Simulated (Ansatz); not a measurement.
# Ga2O3 (C2/m): band gap by G0W0 on r2SCAN, part 2 of 3

Aim: the quasiparticle gap of Ga2O3 (C2/m), starting from r2SCAN.

Ansatz 0.2.0; r2SCAN, then G0W0 on it, plane waves, PAW. Known limits of the many-body steps: finite bands, screening cutoff and k mesh; no spin-orbit coupling in G0W0; d shells not analysed.

So far. Step 2 (Bands along the symmetry lines): Over mesh and path the gap is 3.085 eV, from k = (-0.548, -0.452, 0.500) to k = Γ. The least direct gap found is 3.115 eV, at k = Γ. On the 8×8×4 mesh alone the same run gives 3.095 eV, so that mesh misses an edge of r2SCAN: 3.095 − 3.085 = +0.010 eV.

## Step 3: The quasiparticle correction

G0W0 replaces the xc potential by a self-energy built once from the orbitals of the start. Levels are corrected in the window of bands that the input names, at points of the mesh.

This step: G0W0 on r2SCAN, plane waves, PAW.

input.yaml

```yaml
crystal:
  lattice:
    - [6.107, -1.51855, 0.0]
    - [6.107, 1.51855, 0.0]
    - [-1.3859888959, 0.0, 5.630008738]
  atoms:
    - { symbol: Ga, position: [0.0905, 0.0905, 0.7946] }
    - { symbol: Ga, position: [0.9095, 0.9095, 0.2054] }
    - { symbol: Ga, position: [0.65866, 0.65866, 0.31402] }
    - { symbol: Ga, position: [0.34134, 0.34134, 0.68598] }
    - { symbol: O, position: [0.1645, 0.1645, 0.1098] }
    - { symbol: O, position: [0.8355, 0.8355, 0.8902] }
    - { symbol: O, position: [0.1733, 0.1733, 0.5632] }
    - { symbol: O, position: [0.8267, 0.8267, 0.4368] }
    - { symbol: O, position: [0.4959, 0.4959, 0.2566] }
    - { symbol: O, position: [0.5041, 0.5041, 0.7434] }
kpoints:
  mp_grid: { grid: [6, 6, 4] }
hamiltonian:
  xc: r2scan
scf:
  occupations: { method: fixed }
gw:
  n_empty_bands: 572
  ecut_chi: 180.0
  qp_bands: [v3, c3]
  qp_kpoints: band_edges
  screening: { model: contour_deformation }
```

Started as:

```
ansatz run input.yaml --threads 3 --pin off --max-ram 92160MiB --backend cuda --events-out ev --progress --plain --runs-dir out --devices 1 --max-vram 13GiB  # rebuilt from the run's record
```

Numbers of over 12 decimals in the logs are rounded to 6 here.

Output:

```text
GPUs: using 1 of 1 available (devices: 1).
[...]
GPU FFT provider: cuFFT
GPU libraries: cuBLAS 13.8.2, cuFFT 12.4.0, cuSOLVER 12.3.4
Crystal: 10 atoms, lattice volume = 104.423 Å³
Basis set: ecut = 500 eV, 2661 PW (Γ), exchange–correlation on 192×192×180 points (64 copies of the dense FFT grid, shifted against one another)
Bands: 54, of which v1, the nominal top of the filled ones, is band 44 counted from 1 (43 counted from 0)
Symmetry: 4 space group operations
[...]
k-points: 47 of 144
[...]
GPU buffer pool allocated for 103680 grid points (all kernels)
[...]
SCF iter   1: F=—  HF=-18577.669606 eV  |F-HF|=—  |Δ(HF+E_count)|=         —  Δρ=1.36e-2  dr2=8.51e-2  dr2_τ=4.04e-1  ethr=1.77e-3  ⟨swp⟩=4.9  Hψ=8122  notcnv=0  defer=372
[...]
SCF iter   8: F=-18577.838113 eV  HF=-18577.838113 eV  |F-HF|=1.57e-8  |Δ(HF+E_count)|=   1.15e-7  Δρ=4.91e-6  dr2=2.50e-8  dr2_τ=1.60e-9  ethr=1.14e-10  ⟨swp⟩=10.2  Hψ=9846  notcnv=0
SCF 1 converged in 8 iterations: F = -18577.838113 eV  dr2 = 2.50e-8
[...]
NSCF: frozen V_eff on 47 k-points
the band table was solved once the SCF had ended and its energy, with any forces and stress, was formed, with the checks that follow a solve (10024 applications of the Hamiltonian). They found nothing against the state; the energy, forces and stress were not computed again (output.eigenvalues in the input reference)
[...]
G₀W₀ screening: q 1/47
[... further progress lines ...]
[...]
SCF converged after 8 iterations
Free energy (F): -18577.838113 eV
[...]
Internal energy: -18577.838113 eV  (E = F + TS)
E sigma→0 (E₀):  -18577.838113 eV
Fermi energy:    7.760477 eV
[...]
--- Band table (eV; the first three rows and the last of 47) ---
  k-point 0: bands = [... 40 lower, 7.1189, 7.2926, 7.4918, 7.7448, 10.8601, 14.2332, 15.2380, 15.3812, ... 6 higher]
  k-point 1: bands = [... 40 lower, 7.1382, 7.2286, 7.2955, 7.5078, 11.7641, 14.3915, 15.1071, 15.4712, ... 6 higher]
  k-point 2: bands = [... 40 lower, 7.1118, 7.1539, 7.2981, 7.4617, 13.2521, 13.3629, 15.3153, 15.8351, ... 6 higher]
  k-point 46: bands = [... 40 lower, 7.1537, 7.1764, 7.1840, 7.7605, 13.6932, 13.8060, 14.8150, 15.1322, ... 6 higher]
--- G₀W₀: contour deformation, 6 samples at zero and on the imaginary axis and 2 off it, 144 q-points, 572 empty bands' worth ---
  eigenvalues of the whole cell's RPA ε∞ on this k-mesh (on a slab, of 1 + 4πα/V) = 3.4513, 3.5542, 3.5837; static W/v taken at q = 0 is 0.280641
  gw.qp_kpoints: band_edges: 45 of 47 stored k-points solved, in 1 pass; an edge of the gap read off the rows below is read off those points alone
    valence top: of the k-points left out ik 28 came nearest to being solved in a further pass, in band 44 (counted from 1, as in the quasiparticle table): it holds the edge there only if its correction is more favourable than any solved in that band by at least 0.624 eV; those differ by 0.118 eV
    conduction bottom: of the k-points left out ik 28 came nearest to being solved in a further pass, in band 45 (counted from 1, as in the quasiparticle table): it holds the edge there only if its correction is more favourable than any solved in that band by at least 4.617 eV; those differ by 0.338 eV
    ik  band        ε_KS         Σx   Σc(E_QP)       V_xc       Z   E_QP_lin       E_QP  E_QP is
     0    42      7.2926   -27.2652     4.5040   -21.9255  0.7788     6.4490     6.4569  root
     0    43      7.4918   -27.3083     4.3577   -22.1515  0.7803     6.6858     6.6928  root
     0    44      7.7448   -27.7773     4.4569   -22.5099  0.7825     6.9274     6.9343  root
     0    45     10.8601   -11.8185    -3.6490   -16.2166  0.8436    11.6120    11.6091  root
     0    46     14.2332   -11.2816    -4.3185   -16.5975  0.8294    15.2387    15.2306  root
     0    47     15.2380    -9.3996    -4.2400   -14.4207  0.8388    16.0238    16.0191  root
     1    42      7.2286   -28.2939     4.1750   -23.3186  0.7852     6.4217     6.4283  root
     1    43      7.2955   -26.8200     4.5523   -21.3771  0.7793     6.3956     6.4049  root
     1    44      7.5078   -27.2291     4.4513   -21.9628  0.7784     6.6852     6.6927  root
     1    45     11.7641   -12.8726    -3.5086   -17.2103  0.8349    12.5972    12.5933  root
     1    46     14.3915   -11.7208    -4.3055   -17.0787  0.8247    15.4533    15.4438  root
     1    47     15.1071   -12.2424    -4.4415   -17.7236  0.8244    16.1564    16.1468  root
     2    42      7.1539   -27.7947     4.2685   -22.7633  0.7829     6.3850     6.3911  root
     2    43      7.2981   -28.3617     4.1447   -23.4246  0.7859     6.4993     6.5056  root
     2    44      7.4617   -27.1357     4.5541   -21.7392  0.7764     6.6108     6.6192  root
     2    45     13.2521   -13.0044    -3.8757   -17.8447  0.8278    14.2235    14.2168  root
     2    46     13.3629   -12.6537    -3.8527   -17.5009  0.8254    14.3648    14.3573  root
     2    47     15.3153   -11.9280    -4.5324   -17.5365  0.8221    16.4022    16.3913  root
     3    42      7.1355   -26.7718     4.5554   -21.3453  0.7767     6.2553     6.2644  root
     3    43      7.3542   -27.1636     4.4740   -21.8537  0.7782     6.5102     6.5183  root
     3    44      7.7334   -27.8435     4.5102   -22.5080  0.7821     6.9009     6.9081  root
     3    45     12.1731   -12.7775    -3.6291   -17.2791  0.8331    13.0501    13.0456  root
     3    46     14.6569   -11.1986    -4.4037   -16.6205  0.8261    15.6841    15.6751  root
     3    47     15.6831   -12.3953    -4.6846   -18.1962  0.8214    16.8108    16.7993  root
     4    42      7.1260   -27.2048     4.4288   -21.9364  0.7801     6.2786     6.2865  root
     4    43      7.3112   -27.1801     4.6047   -21.6963  0.7774     6.4229     6.4321  root
     4    44      7.5105   -27.2282     4.5436   -21.8375  0.7787     6.6552     6.6634  root
     4    45     12.8595   -13.0521    -3.7196   -17.7138  0.8283    13.8074    13.8015  root
     4    46     14.7188   -11.7354    -4.3428   -17.1343  0.8221    15.7848    15.7748  root
     4    47     15.4737   -12.5838    -4.5693   -18.2594  0.8195    16.5915    16.5800  root
     5    42      6.9198   -27.4096     4.3561   -22.2076  0.7818     6.0660     6.0739  root
     5    43      7.2818   -27.1347     4.5498   -21.7109  0.7780     6.3988     6.4078  root
     5    44      7.4871   -27.1415     4.5837   -21.7106  0.7769     6.6316     6.6400  root
     5    45     13.8403   -12.9319    -3.9949   -17.9474  0.8237    14.8691    14.8609  root
     5    46     14.0473   -12.6775    -4.0438   -17.7648  0.8221    15.0996    15.0907  root
     5    47     15.9273   -12.3752    -4.6955   -18.2268  0.8135    17.0977    17.0833  root
     6    42      7.1421   -27.2423     4.4154   -21.9824  0.7800     6.2894     6.2975  root
     6    43      7.3722   -27.2143     4.5204   -21.8366  0.7793     6.5064     6.5148  root
     6    44      7.4620   -27.1528     4.6101   -21.6801  0.7774     6.5907     6.5994  root
     6    45     12.7284   -13.1249    -3.6681   -17.7230  0.8288    13.6640    13.6584  root
[...]
45    42      7.1638   -28.2223     4.2387   -23.1806  0.7839     6.3541     6.3608  root
    45    43      7.2612   -27.6088     4.4972   -22.2523  0.7806     6.3937     6.4020  root
    45    44      7.6692   -27.2331     4.5552   -21.8400  0.7793     6.8234     6.8313  root
    45    45     13.1670   -13.1796    -3.7879   -17.9538  0.8259    14.1603    14.1532  root
    45    46     13.8264   -12.6231    -4.0482   -17.6842  0.8242    14.8476    14.8394  root
    45    47     14.6370    -9.7471    -4.2779   -14.8145  0.8407    15.4311    15.4264  root
    46    42      7.1764   -27.2784     4.4222   -22.0223  0.7809     6.3348     6.3425  root
    46    43      7.1840   -28.3056     4.2156   -23.2878  0.7847     6.3751     6.3818  root
    46    44      7.7605   -27.2202     4.5555   -21.8467  0.7784     6.9350     6.9425  root
    46    45     13.6932   -12.7411    -4.0303   -17.7845  0.8277    14.7141    14.7063  root
    46    46     13.8060   -11.9909    -4.0570   -17.0455  0.8255    14.8117    14.8036  root
    46    47     14.8150   -12.1727    -4.3583   -17.5364  0.8218    15.8292    15.8203  root
```

Wall time 8.7 min (1 × NVIDIA H100 80GB HBM3 (shared by 6 runs) with 3 threads of AMD EPYC 7R13 (Zen 3), shared host); peak memory 5.3 GiB; 16 min of CPU time.

Numbers from this step:

* bands summed: 616
* RPA ε∞ on this mesh (eigenvalues): 3.451, 3.554, 3.584
* plane waves in the screening matrix: 577
* q-points in the mesh: 144
* G0W0 gap over the corrected points: 4.667 eV
* k of the valence top: -0.5, -0.5, -0.5
* k of the conduction bottom: 0, 0, 0
* starting gap on the mesh: 3.100 eV
* Z at the valence top: 0.7784
* Z at the conduction bottom: 0.8436
* least direct G0W0 gap over the corrected points: 4.675 eV

Over 45 of 47 irreducible mesh points the G0W0 gap is 4.667 eV, from k = (-0.500, -0.500, -0.500) to k = Γ. The r2SCAN gap of this run on the mesh is 3.100 eV. The two states that bound the G0W0 gap lie that far apart at the start, so the correction of the gap is 4.667 − 3.100 = +1.567 eV. The start of this run differs from the step before in mesh (8×8×4 and 6×6×4).

Labels follow the order of the start: v1 is the top filled band, c1 the lowest empty one; levels that stay degenerate share a row, the window can cut a multiplet, doubted levels are not marked in this list, bands outside the window were not corrected, and the list may be a part of the corrected levels. The levels before and after the correction (eV, zero at the valence-band top of each column):

```tsv
	conduction bottom	valence top
Kohn-Sham	3.10	0.00
G0W0	4.67	0.00
```

```tsv
	level	occupation	energy (eV)
Kohn-Sham	Γ v3	2	-0.468
Kohn-Sham	Γ v2	2	-0.269
Kohn-Sham	Γ v1	2	-0.016
Kohn-Sham	Γ c1	0	3.100
Kohn-Sham	Γ c2	0	6.473
Kohn-Sham	Γ c3	0	7.478
Kohn-Sham	(-0.5 -0.5 -0.5) v3	2	-0.584
Kohn-Sham	(-0.5 -0.5 -0.5) v2	2	-0.576
Kohn-Sham	(-0.5 -0.5 -0.5) v1	2	0.000
Kohn-Sham	(-0.5 -0.5 -0.5) c1	0	5.933
Kohn-Sham	(-0.5 -0.5 -0.5) c2	0	6.046
Kohn-Sham	(-0.5 -0.5 -0.5) c3	0	7.054
G0W0	Γ v3	2	-0.486
G0W0	Γ v2	2	-0.250
G0W0	Γ v1	2	-0.008
G0W0	Γ c1	0	4.667
G0W0	Γ c2	0	8.288
G0W0	Γ c3	0	9.077
G0W0	(-0.5 -0.5 -0.5) v3	2	-0.600
G0W0	(-0.5 -0.5 -0.5) v2	2	-0.561
G0W0	(-0.5 -0.5 -0.5) v1	2	0.000
G0W0	(-0.5 -0.5 -0.5) c1	0	7.764
G0W0	(-0.5 -0.5 -0.5) c2	0	7.861
G0W0	(-0.5 -0.5 -0.5) c3	0	8.878
```

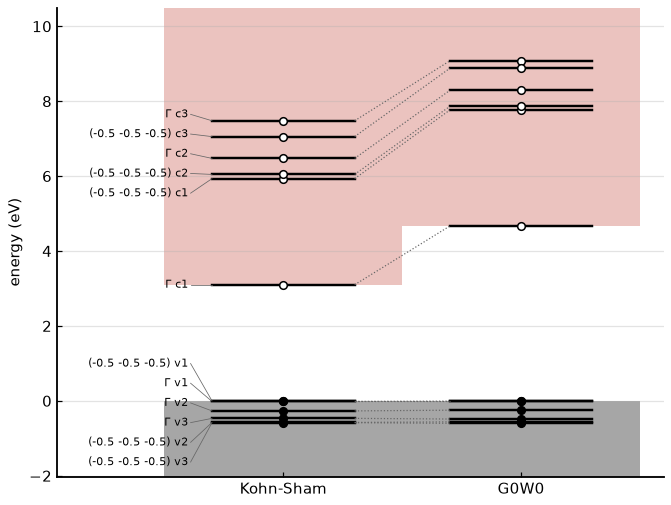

Levels before and after the correction. Shaded: valence and conduction bands. Filled marks are occupied levels, open marks empty ones.

The parts of the quasiparticle energy for the two states that bound the G0W0 gap, in eV on the run's own scale (QP = start + Σx + Σc − Vxc, with Σc at the quasiparticle energy):

```tsv
edge	k	band	start	Σx	Σc	Vxc	Z	QP
valence top	(-0.500, -0.500, -0.500)	44	7.761	−27.220	4.556	−21.847	0.778	6.942
conduction bottom	Γ	45	10.860	−11.819	−3.649	−16.217	0.844	11.609
```

(Part 2 of 3 ends here.)

[Paths, hosts, dates, memory and timing lines, banners, echoed tables and standing remarks are left out of the program output.]

[Logs are printed without paths, hosts, clocks, repeated set-up lines and the standing remarks that a program may print on its own settings, such as how far it seeks lower states.]

[Runs of the session that timed out or met a known fault of the program may be left out.]

[Cells called generated may have been cut or substituted from an entry of the Crystallography Open Database or the Materials Project.]

[Hosts, paths, dates, database ids (printed as entryN), source tags and the programs' standing remarks are cut or masked in the printed files.]

[Where an RPA ε∞ is given, it is that of the G0W0 mesh and is not shown converged in it. Names of k-points follow the symmetry that the program found, which can be lower than the space group named. Band edges on a path are those of the sampled points; other points can move an edge, and change direct to indirect where valleys lie close.]

[Hybrid gaps are those of their k-mesh and are not shown converged in it.]
